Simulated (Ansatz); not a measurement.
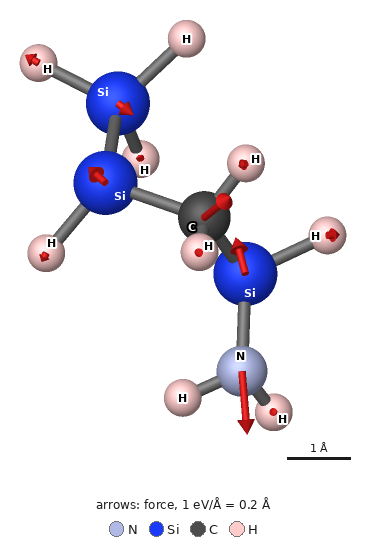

Starting geometry of CH9NSi3 (coarse preliminary run) with the computed forces as red arrows. Style: ball-and-stick. Shown from a free direction.

The start comes from a force field.

Theory: RKS PBE-D4/def2-SVP (Ansatz 0.2.0).

Input
```yaml
crystal:
  periodic: [false, false, false]
  atoms:
    - {symbol: N, position_ang: [-1.427800, 2.138800, 0.149700]}
    - {symbol: Si, position_ang: [-0.989900, 0.613200, 0.543900]}
    - {symbol: C, position_ang: [0.736900, 0.763700, 0.818500]}
    - {symbol: Si, position_ang: [1.393500, -0.139900, -0.582600]}
    - {symbol: Si, position_ang: [0.614400, -2.382500, -0.724700]}
    - {symbol: H, position_ang: [-1.137900, 2.456100, -0.787500]}
    - {symbol: H, position_ang: [-2.463100, 2.254300, 0.111300]}
    - {symbol: H, position_ang: [-1.450500, 0.084100, 1.813300]}
    - {symbol: H, position_ang: [1.139300, 1.807000, 0.926400]}
    - {symbol: H, position_ang: [1.080500, 0.343900, 1.816100]}
    - {symbol: H, position_ang: [1.152000, 0.557200, -1.859500]}
    - {symbol: H, position_ang: [0.728800, -3.007800, 0.647800]}
    - {symbol: H, position_ang: [1.431500, -3.089900, -1.676000]}
    - {symbol: H, position_ang: [-0.820700, -2.427300, -1.167700]}
basis:
  gaussian: {orbitals: def2-SVP}
hamiltonian: {xc: pbe, dispersion: d4}
relax: {f_tol: 0.03, max_steps: 200}
```

Launched with:
```bash
ansatz run in.yaml --threads 4 --pin off --events-out ev --progress --plain --max-ram 10444MiB
```

> Is this structure relaxed? If not, where do the atoms go?

It isn't relaxed: the largest force vector, on C3, is 5.39 eV/Å. The final displacements have little in common with the starting forces (cosine between the two patterns 0.08). The largest move after the best rigid fit is that of H14, 1.30 Å. Largest moves by element: H 1.30 Å, Si 1.10 Å, N 0.51 Å, C 0.19 Å. Some distances before and after: Si2–Si4 2.742 → 2.300 Å, C3–Si4 1.792 → 1.960 Å, Si2–C3 1.755 → 1.886 Å, N1–Si2 1.635 → 1.746 Å. Bond angles that change, for instance: Si2–C3–Si4 101.2° → 73.4°, C3–Si2–H8 101.9° → 117.2°, N1–Si2–C3 102.8° → 116.7°. Over 17 accepted moves (18 points after the start) the energy falls by 206.0 kJ/mol. Largest force component: 4.1 eV/Å at the start, 0.0095 eV/Å at the end. The line search rejected the trial step at point 17 of the run.
